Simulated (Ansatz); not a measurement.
# Lattice dynamics of BAu2 (built on the sites of a database entry of AlAu2), part 2 of 2

How does BAu2 (built on the sites of a database entry of AlAu2) vibrate, and is this structure a minimum?

Ansatz 0.2.0; DFT PBEsol, scalar-relativistic, plane waves, norm-conserving pseudopotentials.

So far: The structure; Relaxation. The relaxed cell has a = 2.849, c = 10.120 Å (conventional setting).

The structure was built from a prototype and need not be the compound's stable phase.

### 3. Tight relaxation

Phonons need a cell at rest on their own settings, so the relaxation is repeated with tight tolerances on forces and stress, using the mesh and the filling of the phonon run that follows.

The input, input.yaml:

```yaml
crystal:
  lattice:
    - [-1.4243740387, 1.4243740387, 5.0597980039]
    - [1.4243740387, -1.4243740387, 5.0597980039]
    - [1.4243740387, 1.4243740387, -5.0597980039]
  atoms:
    - { symbol: B, position: [0.0, 0.0, 0.0] }
    - { symbol: Au, position: [0.6384350863, 0.6384350863, 0.0] }
    - { symbol: Au, position: [0.3615649137, 0.3615649137, 0.0] }
kpoints:
  mp_grid: { grid: [18, 18, 18] }
hamiltonian:
  xc: pbesol
  pseudopotentials: { kind: nc }
scf:
  occupations: { method: methfessel_paxton, width: 0.2 }
output:
  forces: true
  stress: true
  eigenvalues: true
  write_density: true
  write_potential: true
  elf: true
  volumetric_format: npy
relax:
  adjacent_minimum: "off"
  f_tol: 0.001
  max_steps: 60
  cell: { stress_tol: 0.01 }
```

Command:

```console
$ ansatz run input.yaml --threads 8 --pin off --max-ram 14336MiB --backend cpu --events-out ev --progress --plain --runs-dir out
```

Numbers of over 12 decimals in the logs are rounded to 6 here.

The log of the run:

```text
[...]
--- Relaxed structure (3 steps of the walk, 2 accepted, 1 SCFs on fresh bases) ---
[...]
cell:  # Å, volume = 41.0673 Å³
    - [-1.424371, 1.424371, 5.060459]
    - [1.424371, -1.424371, 5.060459]
    - [1.424371, 1.424371, -5.060459]
  atoms:
    - { symbol: B, position: [0, 0, 0] }
    - { symbol: Au, position: [0.638429, 0.638429, 0] }
    - { symbol: Au, position: [0.361571, 0.361571, 0] }
[key lines of the parts left out:]
SCF converged after 10 iterations
Free energy (F): -8100.788709 eV
Fermi energy:    19.666807 eV
P = ⅓ Tr σ = 0.0008 GPa (0.008 kbar)
```

Elapsed: 1.8 min, on 8 threads of Arm Neoverse N1, shared host; peak memory 1.4 GiB.

Little changed from the start: no atom moved by 0.005 Å and no cell edge by 0.1 %.

This step gave:

```
pressure : 8.41e-4 GPa
```

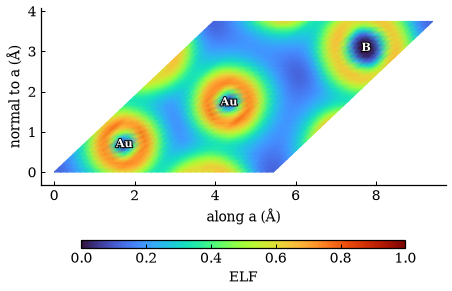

ELF in the ab plane of the cell as run, not the conventional one, at fractional z = 0.000, with atoms of B and Au within 0.2 Å of it. It is the smooth field of the valence electrons, not physical close to the nuclei. The map starts off the cell's origin, so that atoms lie inside it.

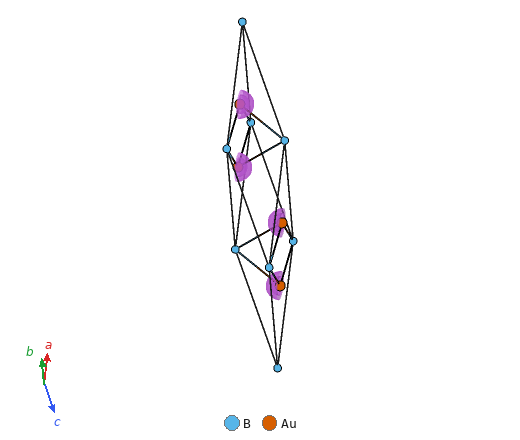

Surface of ELF = 0.7. Drawn on the cell as run, not the conventional one. Bonds to atoms that aren't drawn are left out.

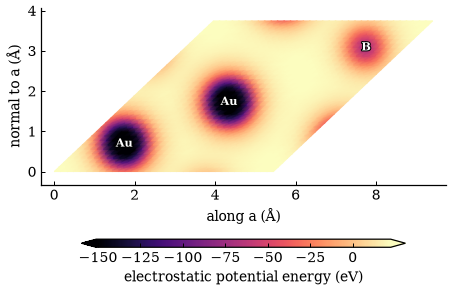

Electrostatic potential energy in the ab plane of the cell as run, not the conventional one, at fractional z = 0.000, with atoms of B and Au within 0.2 Å of it. With pseudopotentials it is smooth inside the atoms' cores, unlike the true potential. The map starts off the cell's origin, so that atoms lie inside it.

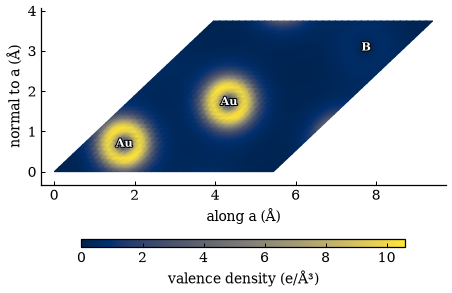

Valence density in the ab plane of the cell as run, not the conventional one, at fractional z = 0.000, with atoms of B and Au within 0.2 Å of it. It is the smooth field of the valence electrons, not physical close to the nuclei. The map starts off the cell's origin, so that atoms lie inside it.

The largest force component left is 0.21 meV/Å and the pressure is 0.001 GPa, within the tolerances set. The cell now holds 13.69 Å³/atom.

### 4. Modes at Γ

The zone centre is the only wavevector solved here; it holds the modes that light can see, as far as symmetry allows. No field response is asked, since the mesh shows no gap.

input.yaml, the sections that differ from step 3:

```yaml
crystal:
  lattice:
    - [-1.4243709866, 1.4243709866, 5.0604588237]
    - [1.4243709866, -1.4243709866, 5.0604588237]
    - [1.4243709866, 1.4243709866, -5.0604588237]
  atoms:
    - { symbol: B, position: [0.0, 0.0, 0.0] }
    - { symbol: Au, position: [0.6384293737, 0.6384293737, 0.0] }
    - { symbol: Au, position: [0.3615706263, 0.3615706263, 0.0] }
output:
  eigenvalues: true
phonons:
  method: dfpt
# kpoints, hamiltonian, scf: as in step 3
# relax: removed
```

The log of the run:

```text
zone centre: on kpoints.mp_grid the ground state, and the responses unless they are solved on pairs of k-points, stand on 865 of the mesh's 5832 k-points, reduced under 4 symmetry operations, with k and −k counted as one. Each operation leaves every solved displacement unchanged or reverses it
[...]
Crystal: 3 atoms, lattice volume = 41.067 Å³
Basis set: ecut = 1034.032677 eV, 3163 PW (Γ), exchange–correlation on 120×120×120 points (8 copies of the dense FFT grid, shifted against one another)
Bands: 25, of which v1, the nominal top of the filled ones, is band 21 counted from 1 (20 counted from 0)
Symmetry: 16 space group operations
k-points: 865 of 5832 (irreducible under 4 space group operations, time reversal used)
[...]
SCF iter   1: F=—  HF=-8103.120700 eV  |F-HF|=—  |Δ(HF+E_count)|=         —  Δρ=1.24e-1  dr2=1.11e1  ethr=3.10e-3  ⟨swp⟩=7.5  Hψ=104438  notcnv=0
[...]
SCF iter  12: F=-8100.788709 eV  HF=-8100.788709 eV  |F-HF|=5.46e-12  |Δ(HF+E_count)|=  9.09e-13  S|Δr|=    0.00e0  Δρ=1.17e-7  dr2=3.12e-12  ethr=1.00e-12  ⟨swp⟩=10.6  Hψ=140135  notcnv=0
SCF 1 converged in 12 iterations: F = -8100.788709 eV  dr2 = 3.12e-12
DFPT response loops at Γ: preconditioner auto → Kerker (q_TF=auto, 2.728 Å⁻¹) (partly filled bands, converged f_vac=0.000); β = 1.00, the filter's whole step (`scf.mixing.beta` (0.50) is not read by the response loops under this deck's `scf.mixing.preconditioner`; to damp them name `kerker` or `kerker_dos`, under which they read `scf.mixing.beta`, and type it under 1.00, their step now; both keys bind the ground state too); Broyden in place of MSR1
SCF converged after 12 iterations
[...]
Free energy (F): -8100.788709 eV
[...]
Internal energy: -8100.787791 eV  (E = F + TS)
E sigma→0 (E₀):  -8100.788480 eV
Entropy (-TS):   -0.000919 eV (-0.306 meV/atom)
Fermi energy:    19.666807 eV
[...]
--- Band table (eV; the first three rows and the last of 865) ---
  k-point 0: bands = [... 17 lower, 15.2339, 15.9651, 16.3649, 18.1382, 23.3442, 23.3442, 28.1128, 29.6121]
  k-point 1: bands = [... 17 lower, 15.7365, 16.1289, 16.2804, 18.2289, 23.0582, 23.2365, 27.6576, 29.8794]
  k-point 2: bands = [... 17 lower, 15.4885, 16.0241, 17.1702, 18.4780, 22.3977, 22.9607, 26.7356, 30.3044]
  k-point 864: bands = [... 17 lower, 16.2626, 16.3809, 16.3809, 21.1395, 22.5199, 22.5199, 24.8732, 30.5239]
--- Phonons (Γ-DFPT): 4 representative perturbations + reference, on 865 of 5832 k-points (Σ response iterations 14) ---
  k mesh reduced under 4 symmetry operations, with k and −k counted as one. Each operation leaves every solved displacement unchanged or reverses it
  ASR residual: 1.497e-4 → 0.000e0 eV/Å²; symmetrization residual: 8.169e-6 eV/Å²
  ASR residual per site (eV/Å²): 1.26e-5 1.50e-4 1.50e-4
  Γ frequencies (cm⁻¹): -108.32 -108.32 -33.97 -33.97 0.00 0.00 0.00 136.71 183.75
  non-analytic LO–TO correction: not included (Born effective charges unavailable; polar crystals: no LO–TO splitting at Γ)
```

It took 9.5 min on 8 threads; peak memory 7.5 GiB.

In the SCF lines HF is the Harris–Foulkes energy and dr2 the Hartree energy of the density residual, in eV; the loop may stop once dr2 is under the threshold and the program's other checks hold. Hψ counts applications of the Hamiltonian.

Numbers from this step:

```yaml
sum_rule_residual_before_enforcement: 1.50e-4 eV/Å²
point_group: 4/mmm
highest_optical_mode_at_the_zone_centre_no_lo_to_term: 183.8 cm⁻¹
lowest_optical_zone_centre_mode: -108.3 cm⁻¹
```

Patterns of degenerate modes are one choice out of their space. Modes at Γ, with each element's share of the kinetic energy (negative means imaginary):

```csv
mode,frequency (cm⁻¹),symmetry,B %,Au %
1,-108.3,Eu,97,3
2,-108.3,Eu,97,3
3,-34.0,Eg,0,100
4,-34.0,Eg,0,100
5,0.0,acoustic,3,97
6,0.0,acoustic,3,97
7,0.0,acoustic,3,97
8,136.7,A1g,0,100
9,183.8,A2u,97,3
```

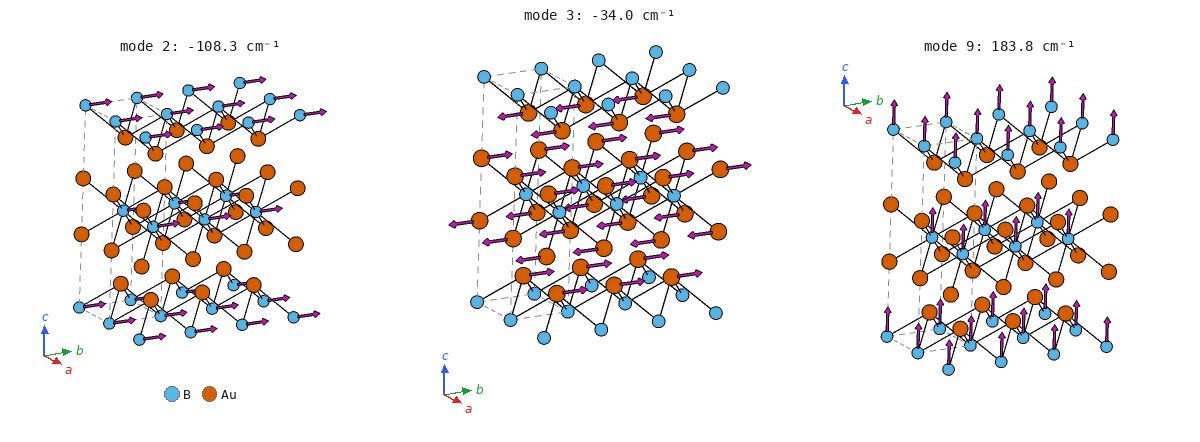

Displacement patterns of modes 2, 3 and 9 at Γ; arrows are exaggerated. 2×3×1 conventional cells are drawn. Some periodic images of atoms are drawn too.

Before it was imposed, the acoustic sum rule was missed by 1.5e-4 eV/Å². Small misses are needed for a sound result but don't prove that mesh and cutoff are converged. The lowest optical mode is imaginary, 108.3i cm⁻¹, so the energy falls along it.

### 5. Another isotope

An isotope changes the mass and not the force constants, so no new electronic calculation is needed; the shifts show which modes move this element.

The same force constants with the mass of B changed from 10.810 to 10.013 u (phonopy, no LO-TO term). Both lists are sorted by frequency; levels can cross, so a row need not hold one and the same mode. Modes under 3 cm⁻¹ are left out. Isotope shifts, by row:

```csv
q,rank,natural mass (cm⁻¹),changed mass (cm⁻¹)
0 0 0,1,-108.3,-112.4
0 0 0,2,-108.3,-112.4
0 0 0,3,-33.97,-33.97
0 0 0,4,-33.97,-33.97
0 0 0,8,136.7,136.7
0 0 0,9,183.8,190.7
```

A mode of this element alone would shift by +3.90 %. The highest zone-centre frequency without the field goes from 183.8 to 190.7 cm⁻¹ (+3.8 %).

### 6. Outcome

```yaml
space_group_after_relaxation_within_0p01_a: I4/mmm
volume_per_atom: 13.7 Å³
electronic_character: no gap on this mesh
highest_optical_mode_at_the_zone_centre_no_lo_to_term: 184 cm⁻¹
lowest_optical_zone_centre_mode: -108 cm⁻¹
imaginary_modes_at_gamma_the_only_wavevector_solved: yes
```

In words: A zone-centre mode is imaginary (108.3i cm⁻¹), so this structure is not a minimum of the energy. The optical modes at Γ span -108 to 184 cm⁻¹ (negative means imaginary). No dispersion was computed. The highest mode in this list at Γ, 183.8 cm⁻¹, is mostly motion of B (97 % of the kinetic energy). With no gap, or one that is small against the smearing, the frequencies hang on the k mesh and the smearing, most of all near Kohn anomalies. The phonon runs are without spin polarisation, although the cell has an odd electron count. Spin-orbit coupling is left out, which can matter for the heavy elements here. The starting cell was built on a prototype and not taken from a measurement, so the phase need not exist. These are harmonic frequencies at zero temperature: anharmonic shifts, linewidths and thermal expansion are left out.

[Logs are printed without paths, hosts, clocks, repeated set-up lines and the standing remarks that a program may print on its own settings, such as how far it seeks lower states.]

[Hosts, paths, dates, database ids (printed as entryN), source tags and the programs' standing remarks are cut or masked in the printed files.]
